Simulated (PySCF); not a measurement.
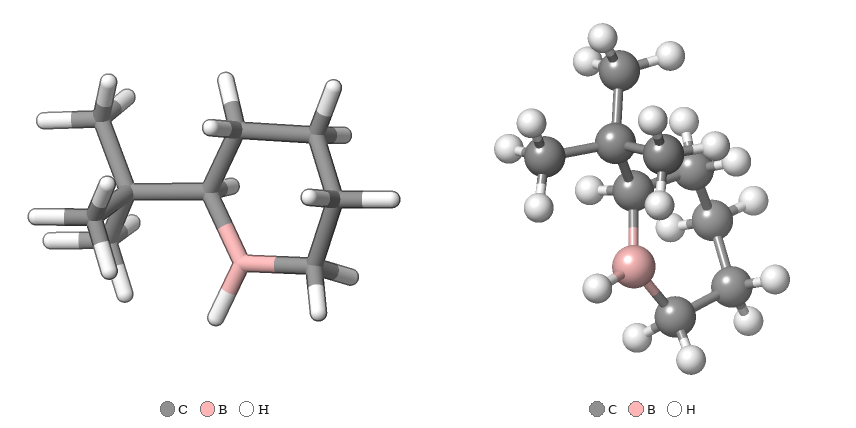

Both panels show the same species.

Computed geometry: PBE0-D3(BJ)/def2-SVP optimisation. No frequency run is at hand to confirm it as a minimum.

Identify the structure.

The molecule is C₉H₁₉B. As SMILES it reads `CC(C)(C)[C@@H]1BCCCC1`. Independent rings (smallest set): 1 of 6 members. Among its groups: B–H bond. The point group is C1. Coordination: 9 C tetrahedral; 1 B trigonal planar.

More results for the same structure follow; atom numbers are the same in all pictures, views and colours differ.

Charges

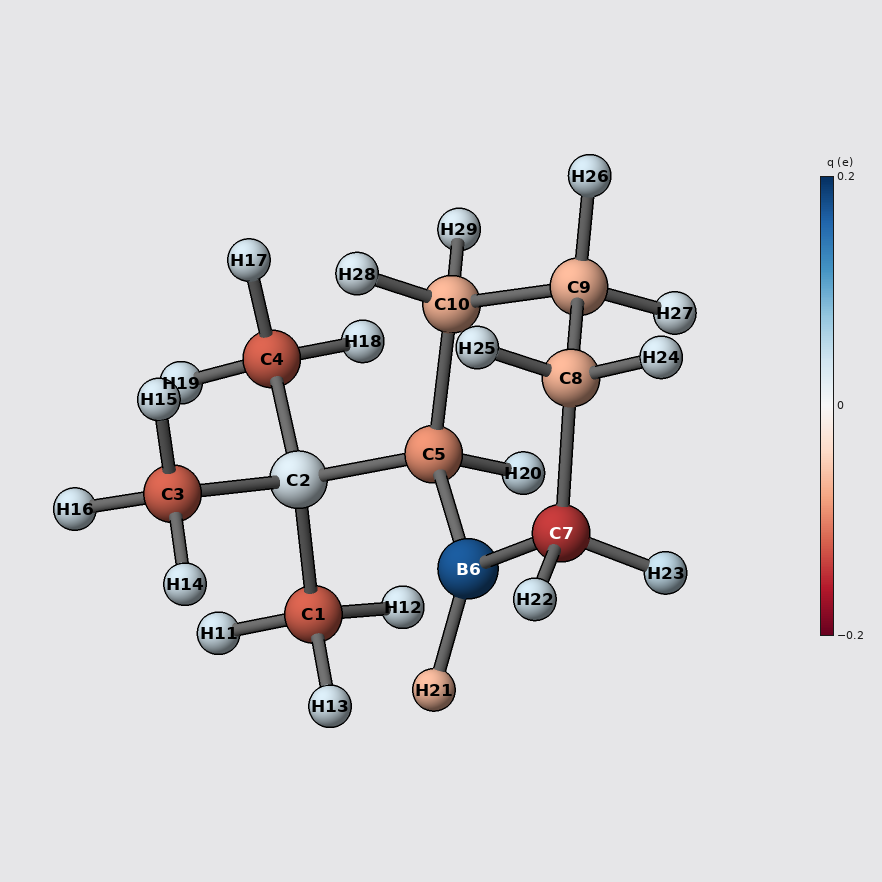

Atoms are coloured by their Hirshfeld charges. No frequency run is at hand to confirm it as a minimum. Method: PBE0/pcSseg-1, gas phase (PySCF 2.14.0).

**Which atom carries the highest charge (most positive or least negative)?**

B6 (0.17 e).

**And the lowest?**

C7 (−0.14 e).

List the Hirshfeld charges.

```csv
atom,value (e)
C1,−0.12
C2,0.03
C3,−0.12
C4,−0.12
C5,−0.09
B6,0.17
C7,−0.14
C8,−0.07
C9,−0.07
C10,−0.07
H11,0.04
H12,0.03
H13,0.03
H14,0.04
H15,0.03
H16,0.04
H17,0.04
H18,0.04
H19,0.04
H20,0.04
H21,−0.06
H22,0.04
H23,0.05
H24,0.03
H25,0.03
H26,0.04
H27,0.03
H28,0.03
H29,0.03
```

Dipole moment

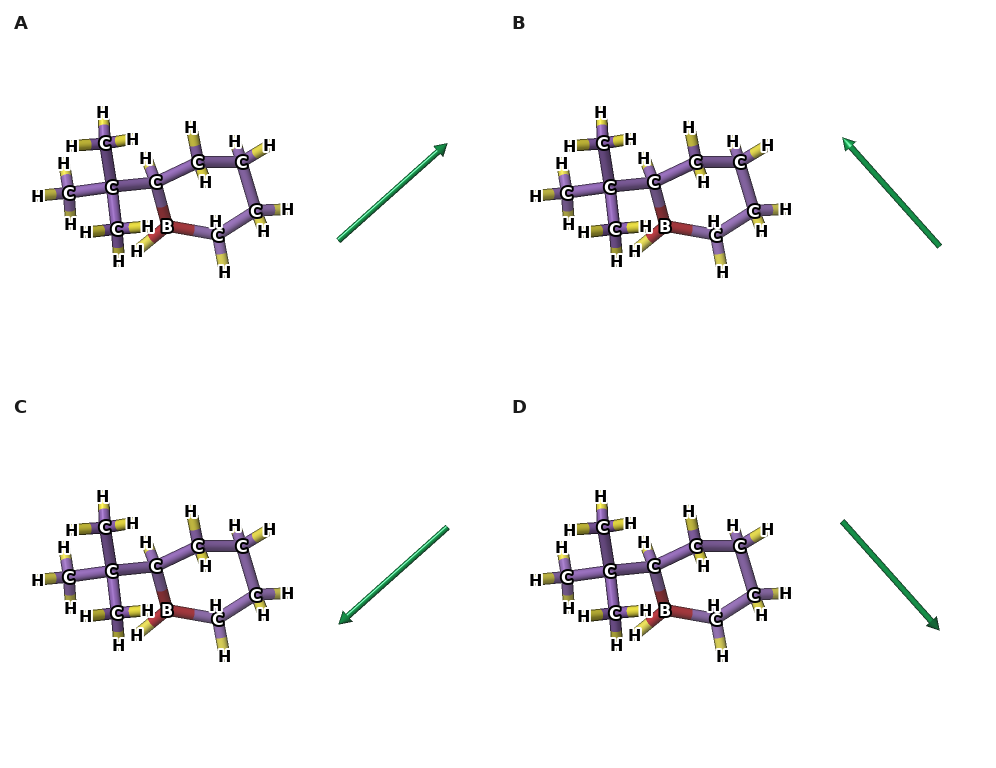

The same molecule four times, each with an arrow. No frequency run is at hand to confirm it as a minimum. Level of theory: B97-2/pcSseg-1, gas phase (PySCF 2.14.0).

**Which arrow points along the dipole moment, from the negative to the positive end?**

A. The dipole moment is 0.44 D.

NMR shielding

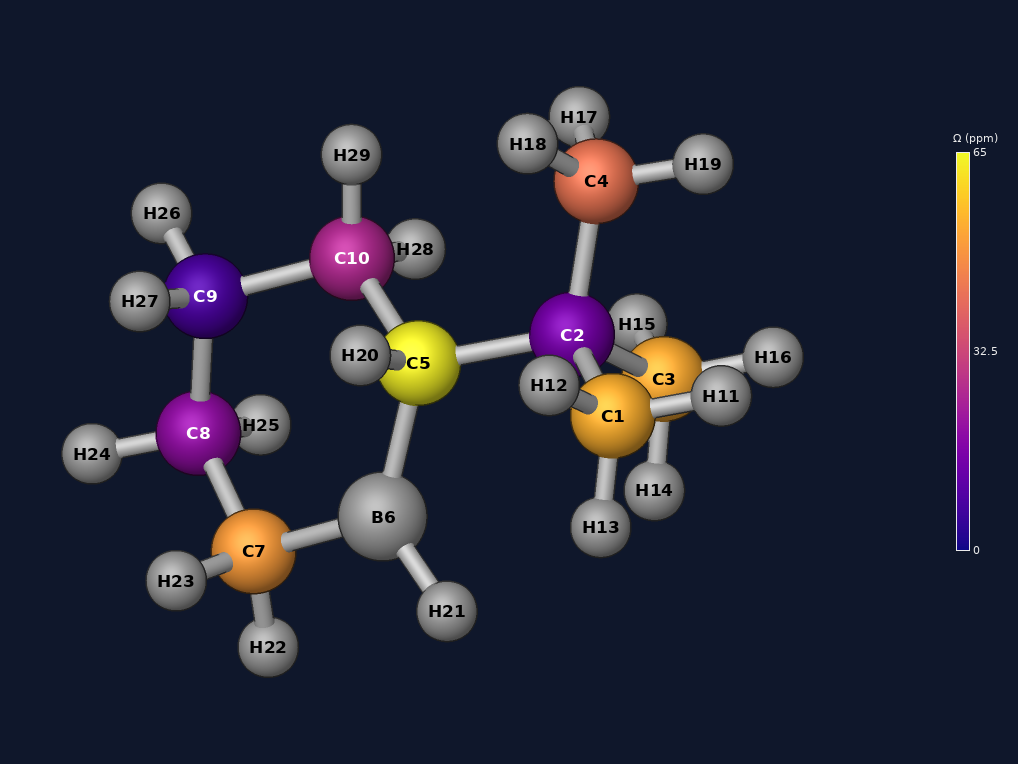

The C atoms are coloured by the span of their shielding tensor. No frequency run is at hand to confirm it as a minimum. Level of theory: GIAO PBE0/pcSseg-1 NMR shielding, non-relativistic, gas phase (PySCF 2.14.0). Principal shieldings σ11 ≤ σ22 ≤ σ33, span Ω = σ33 − σ11, skew κ = 3(σiso − σ22)/Ω.

**Which C atom has the most anisotropic shielding?**

C5, with a span of 64 ppm.

Give the shielding tensors of the C atoms.

```json
{"atom": "C1", "σ11": "129.9", "σ22": "143.8", "σ33": "183.5", "σiso": "152.4", "Ω": "53.6", "κ": "0.48"}
{"atom": "C2", "σ11": "144.1", "σ22": "150.8", "σ33": "159.0", "σiso": "151.3", "Ω": "14.9", "κ": "0.10"}
{"atom": "C3", "σ11": "132.3", "σ22": "147.4", "σ33": "185.4", "σiso": "155.0", "Ω": "53.1", "κ": "0.43"}
{"atom": "C4", "σ11": "137.0", "σ22": "143.7", "σ33": "179.9", "σiso": "153.5", "Ω": "42.9", "κ": "0.69"}
{"atom": "C5", "σ11": "103.0", "σ22": "122.9", "σ33": "166.7", "σiso": "130.9", "Ω": "63.7", "κ": "0.37"}
{"atom": "C7", "σ11": "127.9", "σ22": "155.9", "σ33": "178.0", "σiso": "154.0", "Ω": "50.1", "κ": "−0.12"}
{"atom": "C8", "σ11": "150.1", "σ22": "157.8", "σ33": "169.8", "σiso": "159.2", "Ω": "19.7", "κ": "0.22"}
{"atom": "C9", "σ11": "151.2", "σ22": "153.3", "σ33": "159.1", "σiso": "154.5", "Ω": "7.9", "κ": "0.47"}
{"atom": "C10", "σ11": "145.7", "σ22": "154.1", "σ33": "171.6", "σiso": "157.1", "Ω": "25.9", "κ": "0.35"}
```

Shieldings and span in ppm.
